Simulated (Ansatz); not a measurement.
Geometry relaxation, with input and output: SiNH$_{5}$SCl$_{2}$ (part 1 of 3)

The run: geometry relaxation of SiNH$_{5}$SCl$_{2}$. Method and program: RKS PBE-D4/6-31G* (Ansatz 0.2.0).

It belongs to a series of runs on one base structure; here: end point A relaxed.

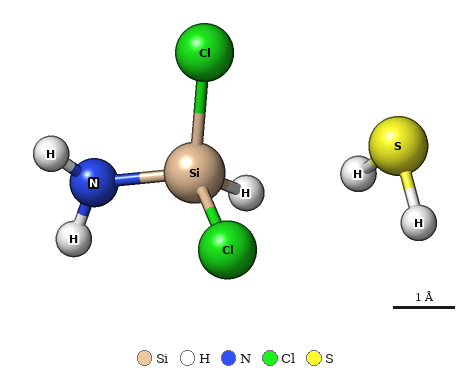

The input geometry (ball-and-stick view, seen on its broad side).

## The input
```yaml
crystal:
  periodic: [false, false, false]
  atoms:
    - { symbol: Si, position_ang: [0.203832, 0.055238, -0.225479] }
    - { symbol: H, position_ang: [-0.074621, -0.245993, 1.186766] }
    - { symbol: "N", position_ang: [1.915694, 0.121774, -0.434215] }
    - { symbol: H, position_ang: [2.460694, -0.726177, -0.255675] }
    - { symbol: H, position_ang: [2.26853, 0.607852, -1.261814] }
    - { symbol: Cl, position_ang: [-0.450714, 1.926264, -0.800288] }
    - { symbol: Cl, position_ang: [-0.721056, -1.420396, -1.379151] }
    - { symbol: S, position_ang: [-2.887325, 0.132186, 1.125229] }
    - { symbol: H, position_ang: [-3.160753, -1.191758, 0.983607] }
    - { symbol: H, position_ang: [-1.788082, -0.131788, 1.920819] }
basis:
  gaussian: { orbitals: "6-31G*" }
hamiltonian:
  xc: pbe
  dispersion: d4
relax:
  f_tol: 0.03
  max_steps: 50
output:
  orbitals: {}
```

Run on 2 threads of Arm Neoverse V1, 24 GiB of memory available, shared host.

Launch command:
```bash
ansatz run input.yaml --threads 2 --pin off --max-ram 3072MiB --backend cpu --events-out ev --progress --plain --runs-dir out
```

## Log
```
The last accepted step is kept in [file] (removed where the run ends without a failure and the disk answers)
Engine: ansatz 0.2.0, aarch64-unknown-linux-gnu
Functional definition: PBE
  parameter kappa = 0.804
  parameter beta = 0.06672455060314922
  exchange = pbe_x(kappa = kappa, mu = beta*pi^2/3)
  correlation = pbe_c(beta = beta)
1278 factors; their error is unknown
mean field evaluation 1: about -45302.2964 eV, gradient 6.1e1 eV
mean field evaluation 2: about -45273.3999 eV, gradient 1.1e2 eV
mean field evaluation 4: about -45309.7195 eV, gradient 6.9e0 eV
mean field evaluation 8: about -45309.8499 eV, gradient 1.3e-1 eV
mean field evaluation 16: about -45309.7792 eV, gradient 2.3e-4 eV
mean field -45309.77917694 eV, -1665.1036726812 hartree, gradient 2.1e-5 eV, S^2 0.000000; 0 other end points of the search recorded, 0 dependent functions left out
the calculation of the forces begins
reference -45309.77921313 eV, -1665.1036740112 hartree; 38, 38 occupied and 63, 63 virtual orbitals, 1278 factors
relax step   1: F+E_penalty+E_count = -45310.08954569 eV  Δ(F+E_penalty+E_count) = +0.000e0 eV  max|allowed force component| = 6.601e-1 eV/Å  Δτ_max = 0.0000 Å  (28 SCF iters, accepted)
these checks for a lower state are left out or cut short: starts, cluster_reference, orbital_swaps, neighbouring_geometries, increment
1278 factors; their error is unknown
mean field -45309.91302068 eV, -1665.1085913478 hartree, gradient 1.2e-5 eV, S^2 0.000000; 0 other end points of the search recorded, 0 dependent functions left out
[... from here on the field's lines of each further geometry are left out, up to the last ...]
relax step   2: F+E_penalty+E_count = -45310.20962031 eV  Δ(F+E_penalty+E_count) = -1.201e-1 eV  max|allowed force component| = 3.152e-1 eV/Å  Δτ_max = 0.1949 Å  (29 SCF iters, accepted)
relax step   3: F+E_penalty+E_count = -45310.25691997 eV  Δ(F+E_penalty+E_count) = -4.730e-2 eV  max|allowed force component| = 1.261e-1 eV/Å  Δτ_max = 0.2000 Å  (28 SCF iters, accepted)
relax step   4: F+E_penalty+E_count = -45310.26860725 eV  Δ(F+E_penalty+E_count) = -1.169e-2 eV  max|allowed force component| = 9.390e-2 eV/Å  Δτ_max = 0.2000 Å  (27 SCF iters, accepted)
relax step   5: F+E_penalty+E_count = -45310.26324470 eV  Δ(F+E_penalty+E_count) = +5.363e-3 eV  max|allowed force component| = 3.473e-1 eV/Å  Δτ_max = 0.0842 Å  (28 SCF iters, rejected (line search))
relax step   6: F+E_penalty+E_count = -45310.27106695 eV  Δ(F+E_penalty+E_count) = -2.460e-3 eV  max|allowed force component| = 5.864e-2 eV/Å  Δτ_max = 0.0410 Å  (29 SCF iters, accepted)
relax step   7: F+E_penalty+E_count = -45310.27505998 eV  Δ(F+E_penalty+E_count) = -3.993e-3 eV  max|allowed force component| = 6.311e-2 eV/Å  Δτ_max = 0.1000 Å  (28 SCF iters, accepted)
relax step   8: F+E_penalty+E_count = -45310.27976112 eV  Δ(F+E_penalty+E_count) = -4.701e-3 eV  max|allowed force component| = 1.978e-1 eV/Å  Δτ_max = 0.1463 Å  (26 SCF iters, accepted)
relax step   9: F+E_penalty+E_count = -45310.27969610 eV  Δ(F+E_penalty+E_count) = +6.502e-5 eV  max|allowed force component| = 4.257e-1 eV/Å  Δτ_max = 0.1942 Å  (27 SCF iters, rejected (line search))
relax step  10: F+E_penalty+E_count = -45310.28670142 eV  Δ(F+E_penalty+E_count) = -6.940e-3 eV  max|allowed force component| = 9.341e-2 eV/Å  Δτ_max = 0.0971 Å  (28 SCF iters, accepted)
relax step  11: F+E_penalty+E_count = -45310.29166190 eV  Δ(F+E_penalty+E_count) = -4.960e-3 eV  max|allowed force component| = 9.732e-2 eV/Å  Δτ_max = 0.0983 Å  (28 SCF iters, accepted)
relax step  12: F+E_penalty+E_count = -45310.29574658 eV  Δ(F+E_penalty+E_count) = -4.085e-3 eV  max|allowed force component| = 2.521e-1 eV/Å  Δτ_max = 0.1463 Å  (27 SCF iters, accepted)
relax step  13: F+E_penalty+E_count = -45310.29917514 eV  Δ(F+E_penalty+E_count) = -3.429e-3 eV  max|allowed force component| = 3.137e-1 eV/Å  Δτ_max = 0.1381 Å  (27 SCF iters, accepted)
relax step  14: F+E_penalty+E_count = -45310.30580318 eV  Δ(F+E_penalty+E_count) = -6.628e-3 eV  max|allowed force component| = 1.733e-1 eV/Å  Δτ_max = 0.1071 Å  (28 SCF iters, accepted)
relax step  15: F+E_penalty+E_count = -45310.30897789 eV  Δ(F+E_penalty+E_count) = -3.175e-3 eV  max|allowed force component| = 1.836e-1 eV/Å  Δτ_max = 0.2000 Å  (27 SCF iters, accepted)
relax step  16: F+E_penalty+E_count = -45310.31403985 eV  Δ(F+E_penalty+E_count) = -5.062e-3 eV  max|allowed force component| = 1.630e-1 eV/Å  Δτ_max = 0.1998 Å  (27 SCF iters, accepted)
relax step  17: F+E_penalty+E_count = -45310.32213007 eV  Δ(F+E_penalty+E_count) = -8.090e-3 eV  max|allowed force component| = 9.001e-2 eV/Å  Δτ_max = 0.1125 Å  (27 SCF iters, accepted)
relax step  18: F+E_penalty+E_count = -45310.27126404 eV  Δ(F+E_penalty+E_count) = +5.087e-2 eV  max|allowed force component| = 1.458e0 eV/Å  Δτ_max = 0.1955 Å  (35 SCF iters, rejected (line search))
relax step  19: F+E_penalty+E_count = -45310.32401447 eV  Δ(F+E_penalty+E_count) = -1.884e-3 eV  max|allowed force component| = 6.870e-2 eV/Å  Δτ_max = 0.0868 Å  (29 SCF iters, accepted)
relax step  20: F+E_penalty+E_count = -45310.32501346 eV  Δ(F+E_penalty+E_count) = -9.990e-4 eV  max|allowed force component| = 1.652e-1 eV/Å  Δτ_max = 0.0662 Å  (29 SCF iters, accepted)
relax step  21: F+E_penalty+E_count = -45310.32629139 eV  Δ(F+E_penalty+E_count) = -1.278e-3 eV  max|allowed force component| = 1.117e-1 eV/Å  Δτ_max = 0.0184 Å  (30 SCF iters, accepted)
relax step  22: F+E_penalty+E_count = -45310.32615641 eV  Δ(F+E_penalty+E_count) = +1.350e-4 eV  max|allowed force component| = 1.087e-1 eV/Å  Δτ_max = 0.0489 Å  (29 SCF iters, rejected (line search))
relax step  23: F+E_penalty+E_count = -45310.32727341 eV  Δ(F+E_penalty+E_count) = -9.820e-4 eV  max|allowed force component| = 3.019e-2 eV/Å  Δτ_max = 0.0233 Å  (29 SCF iters, accepted)
relax step  24: F+E_penalty+E_count = -45310.32839694 eV  Δ(F+E_penalty+E_count) = -1.124e-3 eV  max|allowed force component| = 1.065e-1 eV/Å  Δτ_max = 0.0766 Å  (29 SCF iters, accepted)
relax step  25: F+E_penalty+E_count = -45310.32874572 eV  Δ(F+E_penalty+E_count) = -3.488e-4 eV  max|allowed force component| = 2.078e-1 eV/Å  Δτ_max = 0.0748 Å  (29 SCF iters, accepted)
relax step  26: F+E_penalty+E_count = -45310.32990297 eV  Δ(F+E_penalty+E_count) = -1.157e-3 eV  max|allowed force component| = 8.536e-2 eV/Å  Δτ_max = 0.0129 Å  (30 SCF iters, accepted)
relax step  27: F+E_penalty+E_count = -45310.33098121 eV  Δ(F+E_penalty+E_count) = -1.078e-3 eV  max|allowed force component| = 3.383e-2 eV/Å  Δτ_max = 0.0586 Å  (29 SCF iters, accepted)
relax step  28: F+E_penalty+E_count = -45310.32351106 eV  Δ(F+E_penalty+E_count) = +7.470e-3 eV  max|allowed force component| = 5.064e-1 eV/Å  Δτ_max = 0.1955 Å  (27 SCF iters, rejected (line search))
relax step  29: F+E_penalty+E_count = -45310.33134099 eV  Δ(F+E_penalty+E_count) = -3.598e-4 eV  max|allowed force component| = 2.100e-2 eV/Å  Δτ_max = 0.0267 Å  (29 SCF iters, accepted)
relax step  30: F+E_penalty+E_count = -45310.33246485 eV  Δ(F+E_penalty+E_count) = -1.124e-3 eV  max|allowed force component| = 1.290e-1 eV/Å  Δτ_max = 0.0978 Å  (29 SCF iters, accepted)
relax step  31: F+E_penalty+E_count = -45310.33325657 eV  Δ(F+E_penalty+E_count) = -7.917e-4 eV  max|allowed force component| = 1.193e-1 eV/Å  Δτ_max = 0.0453 Å  (29 SCF iters, accepted)
relax step  32: F+E_penalty+E_count = -45310.33467221 eV  Δ(F+E_penalty+E_count) = -1.416e-3 eV  max|allowed force component| = 1.560e-1 eV/Å  Δτ_max = 0.0819 Å  (29 SCF iters, accepted)
relax step  33: F+E_penalty+E_count = -45310.33613275 eV  Δ(F+E_penalty+E_count) = -1.461e-3 eV  max|allowed force component| = 1.738e-1 eV/Å  Δτ_max = 0.0713 Å  (29 SCF iters, accepted)
relax step  34: F+E_penalty+E_count = -45310.33804070 eV  Δ(F+E_penalty+E_count) = -1.908e-3 eV  max|allowed force component| = 1.849e-1 eV/Å  Δτ_max = 0.0820 Å  (28 SCF iters, accepted)
relax step  35: F+E_penalty+E_count = -45310.33921523 eV  Δ(F+E_penalty+E_count) = -1.175e-3 eV  max|allowed force component| = 2.646e-1 eV/Å  Δτ_max = 0.1123 Å  (28 SCF iters, accepted)
relax step  36: F+E_penalty+E_count = -45310.34444704 eV  Δ(F+E_penalty+E_count) = -5.232e-3 eV  max|allowed force component| = 9.281e-2 eV/Å  Δτ_max = 0.1777 Å  (27 SCF iters, accepted)
relax step  37: F+E_penalty+E_count = -45310.34499652 eV  Δ(F+E_penalty+E_count) = -5.495e-4 eV  max|allowed force component| = 7.403e-2 eV/Å  Δτ_max = 0.0171 Å  (30 SCF iters, accepted)
relax step  38: F+E_penalty+E_count = -45310.33823972 eV  Δ(F+E_penalty+E_count) = +6.757e-3 eV  max|allowed force component| = 6.469e-1 eV/Å  Δτ_max = 0.1886 Å  (27 SCF iters, rejected (line search))
relax step  39: F+E_penalty+E_count = -45310.34616294 eV  Δ(F+E_penalty+E_count) = -1.166e-3 eV  max|allowed force component| = 5.126e-2 eV/Å  Δτ_max = 0.0576 Å  (29 SCF iters, accepted)
relax step  40: F+E_penalty+E_count = -45310.34741658 eV  Δ(F+E_penalty+E_count) = -1.254e-3 eV  max|allowed force component| = 1.672e-1 eV/Å  Δτ_max = 0.0975 Å  (28 SCF iters, accepted)
relax step  41: F+E_penalty+E_count = -45310.34883148 eV  Δ(F+E_penalty+E_count) = -1.415e-3 eV  max|allowed force component| = 1.407e-1 eV/Å  Δτ_max = 0.0442 Å  (29 SCF iters, accepted)
relax step  42: F+E_penalty+E_count = -45310.35004351 eV  Δ(F+E_penalty+E_count) = -1.212e-3 eV  max|allowed force component| = 1.847e-2 eV/Å  Δτ_max = 0.0542 Å  (29 SCF iters, accepted)
relax step  43: F+E_penalty+E_count = -45310.35038832 eV  Δ(F+E_penalty+E_count) = -3.448e-4 eV  max|allowed force component| = 3.535e-2 eV/Å  Δτ_max = 0.0643 Å  (29 SCF iters, accepted)
relax step  44: F+E_penalty+E_count = -45310.35062469 eV  Δ(F+E_penalty+E_count) = -2.364e-4 eV  max|allowed force component| = 5.575e-2 eV/Å  Δτ_max = 0.0375 Å  (29 SCF iters, accepted)
relax step  45: F+E_penalty+E_count = -45310.35072855 eV  Δ(F+E_penalty+E_count) = -1.039e-4 eV  max|allowed force component| = 3.078e-2 eV/Å  Δτ_max = 0.0113 Å  (30 SCF iters, accepted)
the calculation of the forces begins
reference -45310.06675633 eV, -1665.1142410286 hartree; 38, 38 occupied and 63, 63 virtual orbitals, 1278 factors
relax step  46: F+E_penalty+E_count = -45310.35081343 eV  Δ(F+E_penalty+E_count) = -8.488e-5 eV  max|allowed force component| = 1.031e-2 eV/Å  Δτ_max = 0.0177 Å  (30 SCF iters, accepted)
1278 factors; their error is unknown
mean field evaluation 352: about -45310.0667 eV, gradient 1.3e-3 eV
```

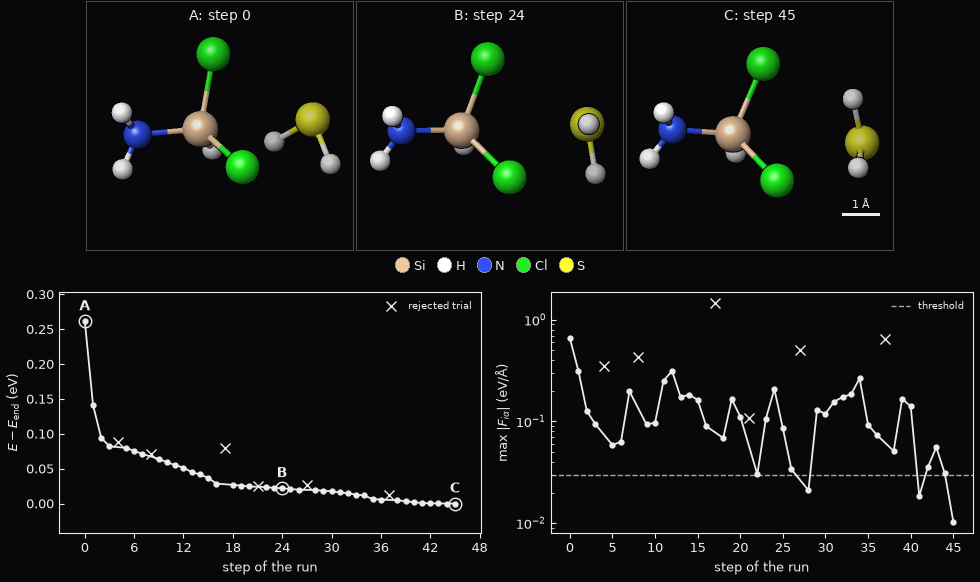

Frames of the relaxation (ball-and-stick view, seen at a tilt) above the curves, on which the letters mark them (the first geometry is step 0 here and step 1 in the log).

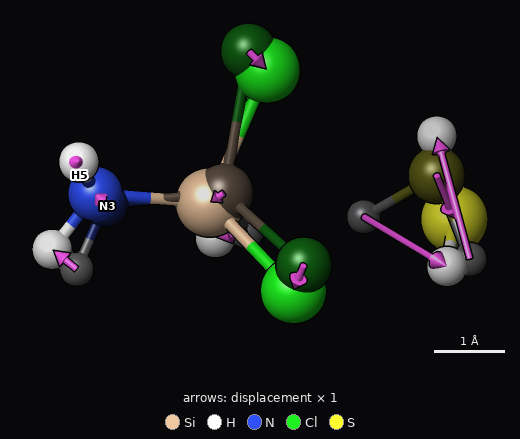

Start (faint) and end (solid) with the displacements as pink arrows, at true length (ball-and-stick view, seen at a tilt). The two geometries are laid on each other by the best rigid fit. After 45 geometry steps the energy has fallen by 0.261 eV. Largest force component: 0.66 eV/Å at the start, 0.01 eV/Å at the end. The line search rejected the trial steps at points 4, 8, 17, 21, 27, 37 (counted from 0) and went back. The largest moves after the best rigid fit, 1.87 Å, are those of H9 and H10. Largest moves by element: H 1.87 Å, S 0.91 Å, Cl 0.51 Å, Si 0.26 Å, N 0.25 Å. Among the contacts that change: S8–H10 1.382 → 1.359 Å, Si1–H2 1.471 → 1.483 Å, Si1–Cl6 2.064 → 2.073 Å, Si1–N3 1.726 → 1.717 Å. Among the angles that change: Cl6–Si1–Cl7 110.3° → 106.3°, N3–Si1–Cl6 104.2° → 106.8°, Si1–N3–H5 117.3° → 119.8°. (Atoms are counted from 1 in the order of the input.)

```
mean field -45310.06671841 eV, -1665.1142396353 hartree, gradient 1.1e-5 eV, S^2 0.000000; 1 other end points of the search recorded, 0 dependent functions left out
the calculation of the forces begins
reference -45310.06675633 eV, -1665.1142410286 hartree; 38, 38 occupied and 63, 63 virtual orbitals, 1278 factors
Total energy: -45310.35085134 eV, -1665.1246813279 hartree
Atom 0 at     0.413161    -0.041960    -0.132013 Å, force     0.005522     0.002027    -0.005715 eV/Å
Atom 1 at     0.390350     0.157940     1.337572 Å, force    -0.000757    -0.000714     0.000508 eV/Å
Atom 2 at     2.008920     0.181834    -0.724670 Å, force    -0.003028    -0.009301     0.010311 eV/Å
Atom 3 at     2.773437    -0.288434    -0.236564 Å, force     0.000465     0.004911    -0.006367 eV/Å
Atom 4 at     2.176431     0.212725    -1.731433 Å, force    -0.001333     0.000512     0.001061 eV/Å
Atom 5 at    -0.786524     1.342541    -1.102632 Å, force    -0.002136     0.001410    -0.000497 eV/Å
Atom 6 at    -0.435009    -1.920603    -0.507329 Å, force     0.001115     0.000841     0.001415 eV/Å
Atom 7 at    -3.028920    -0.067294     1.930807 Å, force     0.000610    -0.000089    -0.000885 eV/Å
Atom 8 at    -3.014209     0.724313     0.826302 Å, force    -0.000171     0.001644     0.000237 eV/Å
Atom 9 at    -2.731436    -1.173860     1.199758 Å, force    -0.000286    -0.001242    -0.000069 eV/Å
Dipole moment:     0.661230    -0.089131    -0.246092 e Å
```

## Trajectory as extended XYZ (Å, eV, eV/Å), 46 frames, from step=1 to step=46
```
10
Properties=species:S:1:pos:R:3:forces:R:3 step=1 energy=-45310.08955
Si    0.2038    0.0552   -0.2255    0.4706   0.0391  -0.4532
H    -0.0746   -0.2460    1.1868    0.1647  -0.0844   0.1926
N     1.9157    0.1218   -0.4342    0.0301  -0.0131  -0.0349
H     2.4607   -0.7262   -0.2557   -0.0306   0.0562   0.0031
H     2.2685    0.6079   -1.2618    0.0112  -0.0380   0.0255
Cl   -0.4507    1.9263   -0.8003   -0.0226   0.0164   0.0041
Cl   -0.7211   -1.4204   -1.3792   -0.0131  -0.0036  -0.0092
S    -2.8873    0.1322    1.1252    0.0487  -0.0993   0.4698
H    -3.1608   -1.1918    0.9836    0.0011   0.0082  -0.0001
H    -1.7881   -0.1318    1.9208   -0.6601   0.1183  -0.1976
10
Properties=species:S:1:pos:R:3:forces:R:3 step=2 energy=-45310.20962
Si    0.2643    0.0546   -0.2643    0.1895   0.0386  -0.1004
H     0.0110   -0.2601    1.1594   -0.0666  -0.0353   0.0856
N     1.9723    0.1279   -0.4630    0.0129   0.0265  -0.0922
H     2.5123   -0.7194   -0.2758    0.0308   0.0052   0.0088
H     2.3228    0.6051   -1.2947    0.0771  -0.0124  -0.0390
Cl   -0.4249    1.9241   -0.8110   -0.0076  -0.0803   0.0138
Cl   -0.6907   -1.4172   -1.4005   -0.0103   0.0537   0.0140
S    -3.0532    0.1299    1.2274    0.0742  -0.3152   0.1911
H    -3.2040   -1.2080    0.9892   -0.0254   0.2071  -0.0108
H    -1.9438   -0.1097    1.9930   -0.2748   0.1123  -0.0710
10
Properties=species:S:1:pos:R:3:forces:R:3 step=3 energy=-45310.25692
Si    0.3480    0.0649   -0.2778   -0.0369  -0.0102  -0.0003
H     0.0633   -0.2549    1.1493    0.0567   0.0174  -0.0411
N     2.0516    0.1370   -0.5178   -0.0160  -0.0255  -0.0469
H     2.6013   -0.6929   -0.2806    0.0049   0.0534  -0.0128
H     2.3911    0.5648   -1.3833    0.0076  -0.0432   0.0568
Cl   -0.4000    1.9058   -0.8193    0.0309   0.0957   0.0215
Cl   -0.6705   -1.3635   -1.4077    0.0190  -0.0891  -0.0169
S    -3.2048    0.0995    1.3077   -0.0689  -0.1181  -0.0036
H    -3.2972   -1.2249    0.9956    0.0260   0.1261   0.0166
H    -2.1166   -0.1087    2.0937   -0.0232  -0.0064   0.0265
10
Properties=species:S:1:pos:R:3:forces:R:3 step=4 energy=-45310.26861
Si    0.3845    0.0723   -0.3181    0.0748   0.0066   0.0575
H     0.1211   -0.2440    1.1098   -0.0303  -0.0074   0.0240
N     2.0874    0.1396   -0.5585   -0.0020  -0.0390  -0.0120
H     2.6457   -0.6690   -0.2741   -0.0143   0.0351  -0.0212
H     2.4356    0.5341   -1.4340    0.0304  -0.0055  -0.0003
Cl   -0.3424    1.9332   -0.8255   -0.0381  -0.0027  -0.0316
Cl   -0.6235   -1.3753   -1.4352   -0.0322   0.0140  -0.0132
S    -3.3349    0.0786    1.3874    0.0261  -0.0929  -0.0090
H    -3.3329   -1.2253    0.9919    0.0173   0.0939   0.0134
H    -2.2745   -0.1170    2.2162   -0.0316  -0.0022  -0.0075
```
